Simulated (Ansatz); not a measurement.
## Convergence study of the k-point mesh for AlGaN₂ (P3m1, 4 atoms in the cell)

```
AlGaN2
1.0
    3.12955     0.00000     0.00000
   -1.56478     2.71027     0.00000
    0.00000     0.00000     5.07141
Al Ga N
1 1 2
Direct
  0.00000   0.00000   0.00912
  0.66667   0.33333   0.49717
  0.66667   0.33333   0.11180
  0.00000   0.00000   0.62816
```

Method: LDA (PW92), default PAW files made with PBE (plane waves; Ansatz, an electronic-structure program).

Base settings: basis.ecutwfc = 420 eV; kpoints.mp_grid.grid = 9 9 5; hamiltonian.xc = lda; hamiltonian.pseudopotentials = {kind: paw} (the program's default PAW files); scf.occupations.method = fixed.

The second cell is the first with its lattice scaled by 0.98.

Only quantities that move along the ladder and can be compared are tabulated.

The count of work is k-points × plane waves × bands × iterations; it is no time. 

The starting cell comes from a database of computed structures (which also holds hypothetical and non-ambient phases and stackings), without a prior relaxation at this level. Its lattice was rescaled by up to half a per cent. One atom was moved a little off its site on purpose. Ansatz's pressure includes its estimate of the finite-basis (Pulay) stress.

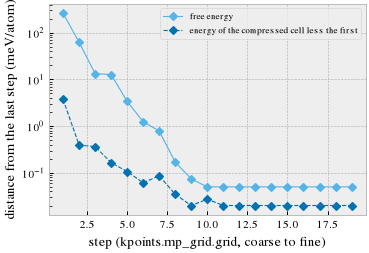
Figure. Distance from the last step along the ladder; very small values are drawn at a floor.

| kpoints.mp_grid.grid | free energy less the last step's (meV/atom) | energy of the compressed cell less the first (meV/atom) | pressure (GPa) | largest difference of a force vector from the last step's (eV/Å) | gap on the mesh (eV) | count of work / last |
|---|---|---|---|---|---|---|
| 2 2 1 | 260.37 | 13.58 | -3.10 | 0.518 | 2.770 | 0.0022 |
| 3 3 2 | 62.63 | 17.72 | -1.94 | 0.084 | 2.884 | 0.0067 |
| 4 4 2 | 13.27 | 16.96 | -2.11 | 0.016 | 2.920 | 0.0089 |
| 4 4 3 | 12.68 | 17.16 | -2.10 | 0.020 | 2.919 | 0.010 |
| 5 5 3 | 3.38 | 17.22 | -2.12 | 0.005 | 2.929 | 0.013 |
| 6 6 3 | 1.24 | 17.26 | -2.11 | 0.004 | 2.933 | 0.019 |
| 6 6 4 | 0.78 | 17.24 | -2.10 | 0.002 | 2.933 | 0.027 |
| 7 7 4 | 0.17 | 17.29 | -2.09 | 0.000 | 2.934 | 0.031 |
| 8 8 4 | 0.07 | 17.32 | -2.09 | 0.000 | 2.934 | 0.039 |
| 9 9 5 | 0.03 | 17.35 | -2.09 | 0.000 | 2.935 | 0.056 |
| 10 10 6 | 0.02 | 17.32 | -2.09 | 0.000 | 2.935 | 0.080 |
| 12 12 6 | 0.00 | 17.32 | -2.09 | 0.000 | 2.935 | 0.11 |
| 13 13 7 | 0.01 | 17.32 | -2.09 | 0.000 | 2.935 | 0.14 |
| 14 14 8 | -0.01 | 17.33 | -2.09 | 0.000 | 2.935 | 0.19 |
| 16 16 9 | 0.00 | 17.33 | -2.09 | 0.000 | 2.935 | 0.26 |
| 17 17 9 | 0.00 | 17.32 | -2.09 | 0.000 | 2.935 | 0.29 |
| 19 19 10 | 0.01 | 17.32 | -2.09 | 0.000 | 2.935 | 0.40 |
| 21 21 12 | 0.00 | 17.32 | -2.09 | 0.000 | 2.935 | 0.58 |
| 24 24 13 | 0.00 | 17.32 | -2.09 | 0.000 | 2.935 | 0.80 |
| 26 26 14 | 0.00 | 17.32 | -2.09 | 0.000 | 2.935 | 1.0 |

Coarsest kpoints.mp_grid.grid that holds the pressure within 0.5 GPa of the last step, with all finer ones: 3 3 2, at 0.0067 of the last step's count of work; the step before is off by 1.0 GPa.

Coarsest kpoints.mp_grid.grid that holds the energy of the compressed cell less the first within 0.2 meV/atom of the last step, with all finer ones: 4 4 3, at 0.010 of the last step's count of work; the step before is off by 0.36 meV/atom.

Coarsest kpoints.mp_grid.grid that holds the forces within 0.005 eV/Å of the last step, with all finer ones: 6 6 3, at 0.019 of the last step's count of work; the step before is off by 0.005 eV/Å.

The energy difference between the two cells stays within 1 meV/atom of the last step's from 3 3 2 on, the total only from 6 6 4 on: much of the error is common to both cells and cancels.

Two neighbours can agree and both be off: 4 4 2 and 4 4 3 differ by 0.59 meV/atom in the free energy, yet lie about 13 meV/atom from the last step.

Keys are those of Ansatz 0.2.
